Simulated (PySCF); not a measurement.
Molecule: C11H9NS, SMILES c1ccc(Sc2ccncc2)cc1. Atoms near the plane z = 1.5 Å, at the GFN2-xTB optimised geometry (x, y, z in Å): C1 (-0.7, -2.9, 0.0), C2 (-1.4, -1.7, 0.0), C3 (-0.7, -0.5, 0.0), C4 (0.7, -0.5, 0.0), S5 (1.6, 1.0, 0.1), C12 (1.4, -1.7, 0.0), C13 (0.7, -2.9, 0.0), H14 (-1.2, -3.8, 0.0), H15 (-2.5, -1.7, 0.0), H16 (-1.2, 0.4, 0.0), H21 (2.5, -1.7, 0.0), H22 (1.2, -3.8, 0.0).

Calculation: CAM-B3LYP/def2-SVP (PySCF). The values are rescaled to run from 0 to 1.

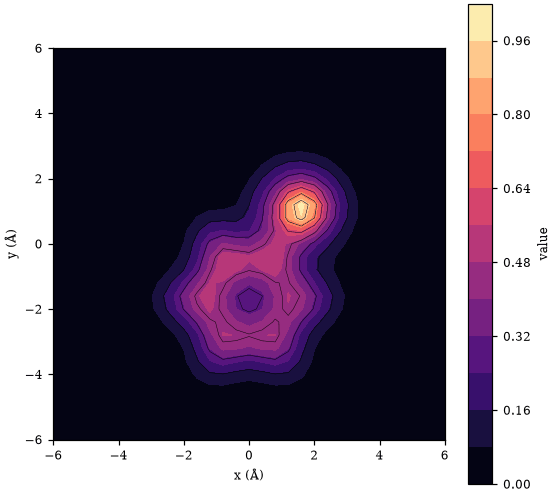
Figure: a field on the plane z = 1.5 Å.

Q: Which quantity is mapped?
A. deformation density (molecule minus spherical neutral atoms)
B. an orbital amplitude
C. Laplacian of the electron density
D. electrostatic potential

A: C, Laplacian of the electron density. In full: Laplacian of the electron density (e/bohr⁵).
